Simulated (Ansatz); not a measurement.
**C3H5F3O: how energies converge with the basis set**

How large a basis does C3H5F3O need? Two functionals are run in growing sets.

Program: Ansatz 0.2.0, Gaussian basis. Level of theory: one geometry, several basis sets. These are calculated values, not measurements.

The runs, in order: PBE0-D4/def2-SVP; ωB97M-V/def2-SVP; PBE0-D4/def2-QZVPP; ωB97M-V/def2-QZVPP; the functionals' def2-TZVPP values are taken from earlier runs.

## 1. Structure used throughout

An earlier PBE0-D4 in a triple-zeta def2 set relaxation fixed the geometry.

SMILES `FCOCC(F)F`, 12 atoms, charge 0, spin multiplicity 1.

Atoms are counted from 1 here; the program's logs count them from 0.

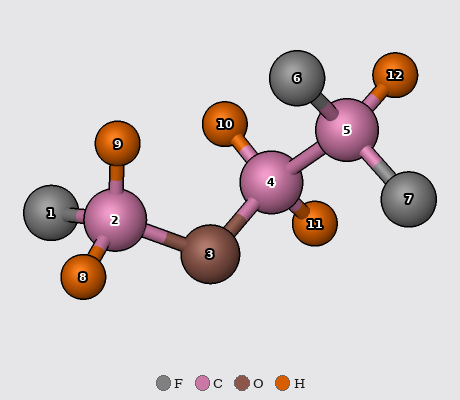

The geometry (fluorine grey, carbon pink, oxygen brown, hydrogen orange); atoms are numbered from 1 in the order of the file.

As a file:

```
F    -0.1467   -2.3957    0.9286
C     0.2233   -1.1154    1.2922
O     0.9086   -0.5068    0.2714
C     0.1231   -0.1017   -0.8231
C    -0.2381    1.3628   -0.7505
F    -0.9578    1.6241    0.3735
F     0.8737    2.1303   -0.7009
H     0.9085   -1.1900    2.1373
H    -0.6965   -0.5857    1.5580
H    -0.7950   -0.6922   -0.9051
H     0.7086   -0.2605   -1.7318
H    -0.8350    1.6754   -1.6155
```

## 2. PBE0-D4 in def2-SVP

in.yaml reads:

```yaml
crystal:
  periodic: [false, false, false]
  atoms:
    - {symbol: F, position_ang: [-0.146651, -2.395672, 0.928634]}
    - {symbol: C, position_ang: [0.223324, -1.115405, 1.292156]}
    - {symbol: O, position_ang: [0.908636, -0.506769, 0.271409]}
    - {symbol: C, position_ang: [0.123087, -0.101667, -0.823075]}
    - {symbol: C, position_ang: [-0.238055, 1.362787, -0.750464]}
    - {symbol: F, position_ang: [-0.957757, 1.624108, 0.373521]}
    - {symbol: F, position_ang: [0.873740, 2.130270, -0.700912]}
    - {symbol: H, position_ang: [0.908526, -1.189973, 2.137261]}
    - {symbol: H, position_ang: [-0.696508, -0.585671, 1.557954]}
    - {symbol: H, position_ang: [-0.795032, -0.692179, -0.905128]}
    - {symbol: H, position_ang: [0.708559, -0.260453, -1.731802]}
    - {symbol: H, position_ang: [-0.834970, 1.675425, -1.615453]}
basis:
  gaussian: {orbitals: def2-SVP}
hamiltonian: {xc: pbe0, dispersion: d4}
output: {orbitals: {seedname: orbitals}}
```

Started as:

```console
$ ansatz run in.yaml --threads 4 --pin off --events-out ev --progress --plain --max-ram 11315MiB
```

Output:

```text
Functional definition: PBE0
  name "PBE0"
  cite "Adamo & Barone, J. Chem. Phys. 110, 6158 (1999) doi:10.1063/1.478522"
  cite "Perdew, Burke & Ernzerhof, Phys. Rev. Lett. 77, 3865 (1996) doi:10.1103/PhysRevLett.77.3865"
  parent pbe
  parameter a = 0.25
  parameter kappa = 0.804
  parameter beta = 0.06672455060314922
  exchange = (1 - a)*pbe_x(kappa = kappa, mu = beta*pi^2/3) + a*exact_x
  correlation = pbe_c(beta = beta)
1351 factors; their error is unknown
mean field evaluation 1: about -13363.0398 eV, gradient 4.0e1 eV
mean field evaluation 2: about -13362.7205 eV, gradient 4.4e1 eV
mean field evaluation 4: about -13365.9024 eV, gradient 1.9e0 eV
mean field evaluation 8: about -13365.9073 eV, gradient 2.7e-2 eV
mean field evaluation 16: about -13365.9094 eV, gradient 5.5e-5 eV
mean field -13365.90940482 eV, -491.1881108882 hartree, gradient 5.5e-5 eV, S^2 0.000000; 0 other end points of the search recorded, 0 dependent functions left out
reference -13365.90942599 eV, -491.1881116663 hartree; 29, 29 occupied and 94, 94 virtual orbitals, 1351 factors
Total energy: -13366.08196080 eV, -491.1944522037 hartree
```

Run time: 1.1 s. Hardware: 4 threads of Arm Neoverse V2, shared host; peak memory 0.3 GiB.

## 3. ωB97M-V in def2-SVP

in.yaml: that of step 2 with these lines changed.

```diff
@@ -17,3 +17,3 @@
   gaussian: {orbitals: def2-SVP}
-hamiltonian: {xc: pbe0, dispersion: d4}
+hamiltonian: {xc: {name: wB97M-V}}
 output: {orbitals: {seedname: orbitals}}
```

The command is unchanged.

Output (excerpt; [...] marks lines left out):

```text
Functional definition: wB97M-V
  name "wB97M-V"
  cite "Mardirossian & Head-Gordon, J. Chem. Phys. 144, 214110 (2016) doi:10.1063/1.4952647"
  cite "Becke, J. Chem. Phys. 107, 8554 (1997) doi:10.1063/1.475007"
  cite "Vydrov & Van Voorhis, J. Chem. Phys. 133, 244103 (2010) doi:10.1063/1.3521275"
  # Of w^i u^j: cxij and so on, Table III.
[...]
  gx(w, u) = 1 - cx + cx01*u + cx10*w
  gss(w, u) = css00 + css04*u^4 + css10*w + css20*w^2 + css43*w^4*u^3
  gos(w, u) = cos00 + cos10*w + (cos20 + cos21*u)*w^2 + (cos60 + cos61*u)*w^6
[...]
      + integral(e_c_pw_mod_opposite_spin*gos(b97_w_opposite, b97_u_opposite)) + vv10(b, c)
1351 factors; their error is unknown
278 factors; integrals over basis functions are off by at most 4.7e-6 eV
[...]
mean field -13375.24569633 eV, -491.5312132728 hartree, gradient 2.6e-5 eV, S^2 0.000000; 0 other end points of the search recorded, 0 dependent functions left out
reference -13375.24573037 eV, -491.5312145238 hartree; 29, 29 occupied and 94, 94 virtual orbitals, 1351 factors
Total energy: -13375.24573037 eV, -491.5312145238 hartree
```

It took 4 s on 4 threads of Arm Neoverse V2, shared host; peak memory 0.4 GiB.

## 4. PBE0-D4 in def2-QZVPP

in.yaml: that of step 3 with these lines changed.

```diff
@@ -16,4 +16,4 @@
 basis:
-  gaussian: {orbitals: def2-SVP}
-hamiltonian: {xc: {name: wB97M-V}}
+  gaussian: {orbitals: "def2-QZVPP.json"}
+hamiltonian: {xc: pbe0, dispersion: d4}
 output: {orbitals: {seedname: orbitals}}
```

The command is unchanged.

Output:

```text
Functional definition: PBE0
  name "PBE0"
  cite "Adamo & Barone, J. Chem. Phys. 110, 6158 (1999) doi:10.1063/1.478522"
  cite "Perdew, Burke & Ernzerhof, Phys. Rev. Lett. 77, 3865 (1996) doi:10.1103/PhysRevLett.77.3865"
  parent pbe
  parameter a = 0.25
  parameter kappa = 0.804
  parameter beta = 0.06672455060314922
  exchange = (1 - a)*pbe_x(kappa = kappa, mu = beta*pi^2/3) + a*exact_x
  correlation = pbe_c(beta = beta)
1570 factors; their error is unknown
mean field evaluation 1: about -13378.1719 eV, gradient 5.1e1 eV
mean field evaluation 2: about -13377.1004 eV, gradient 5.7e1 eV
mean field evaluation 4: about -13382.5728 eV, gradient 3.0e0 eV
mean field evaluation 8: about -13382.5864 eV, gradient 4.6e-2 eV
mean field evaluation 16: about -13382.5854 eV, gradient 6.5e-5 eV
mean field -13382.58537617 eV, -491.8009415319 hartree, gradient 6.5e-5 eV, S^2 0.000000; 0 other end points of the search recorded, 0 dependent functions left out
reference -13382.58541101 eV, -491.8009428123 hartree; 29, 29 occupied and 520, 520 virtual orbitals, 1570 factors
Total energy: -13382.75794582 eV, -491.8072833497 hartree
```

Wall time 8.5 s (4 threads of Arm Neoverse V2, shared host); peak memory 2.2 GiB.

## 5. ωB97M-V in def2-QZVPP

in.yaml: that of step 4 with these lines changed.

```diff
@@ -17,3 +17,3 @@
   gaussian: {orbitals: "def2-QZVPP.json"}
-hamiltonian: {xc: pbe0, dispersion: d4}
+hamiltonian: {xc: {name: wB97M-V}}
 output: {orbitals: {seedname: orbitals}}
```

The command is unchanged.

Output (excerpt; [...] marks lines left out):

```text
Functional definition: wB97M-V
  name "wB97M-V"
  cite "Mardirossian & Head-Gordon, J. Chem. Phys. 144, 214110 (2016) doi:10.1063/1.4952647"
  cite "Becke, J. Chem. Phys. 107, 8554 (1997) doi:10.1063/1.475007"
  cite "Vydrov & Van Voorhis, J. Chem. Phys. 133, 244103 (2010) doi:10.1063/1.3521275"
  # Of w^i u^j: cxij and so on, Table III.
[...]
  gx(w, u) = 1 - cx + cx01*u + cx10*w
  gss(w, u) = css00 + css04*u^4 + css10*w + css20*w^2 + css43*w^4*u^3
  gos(w, u) = cos00 + cos10*w + (cos20 + cos21*u)*w^2 + (cos60 + cos61*u)*w^6
[...]
      + integral(e_c_pw_mod_opposite_spin*gos(b97_w_opposite, b97_u_opposite)) + vv10(b, c)
1570 factors; their error is unknown
367 factors; integrals over basis functions are off by at most 6.1e-6 eV
[...]
mean field -13392.31408771 eV, -492.1584650867 hartree, gradient 2.8e-5 eV, S^2 0.000000; 0 other end points of the search recorded, 0 dependent functions left out
reference -13392.31414183 eV, -492.1584670757 hartree; 29, 29 occupied and 520, 520 virtual orbitals, 1570 factors
Total energy: -13392.31414183 eV, -492.1584670757 hartree
```

Run time: 19 s. Hardware: 4 threads of Arm Neoverse V2, shared host; peak memory 2.6 GiB.

## 6. Functionals by basis

The def2-TZVPP values come from earlier runs at the same geometry.

```csv
functional,basis,functions,energy (eV),from the largest (eV),HOMO (eV),LUMO (eV)
PBE0-D4,def2-SVP,123,-13366.0820,16.676,-8.51,1.74
PBE0-D4,def2-TZVPP,287,-13382.0587,0.699,-8.66,1.21
PBE0-D4,def2-QZVPP,549,-13382.7579,0.000,-8.71,0.67
ωB97M-V,def2-SVP,123,-13375.2457,17.068,-10.91,3.45
ωB97M-V,def2-TZVPP,287,-13391.6439,0.670,-11.08,2.71
ωB97M-V,def2-QZVPP,549,-13392.3141,0.000,-11.13,1.84
```

## 7. What came out

| quantity | value |
| --- | --- |
| PBE0-D4: double and triple zeta above quadruple | 16.68, 0.70 eV |
| ωB97M-V: double and triple zeta above quadruple | 17.07, 0.67 eV |

PBE0-D4 gains 15.98 eV from double to triple zeta, then 0.70 eV more. These are total energies; as a rule much of such shifts cancels in differences, which this series doesn't test. The LUMO of ωB97M-V is positive and keeps falling with the basis (3.45 to 1.84 eV): an unbound level that the basis holds in place.

For PBE0-D4 the largest set took about 7 times as long as the smallest (8.5 s against 1.1 s).
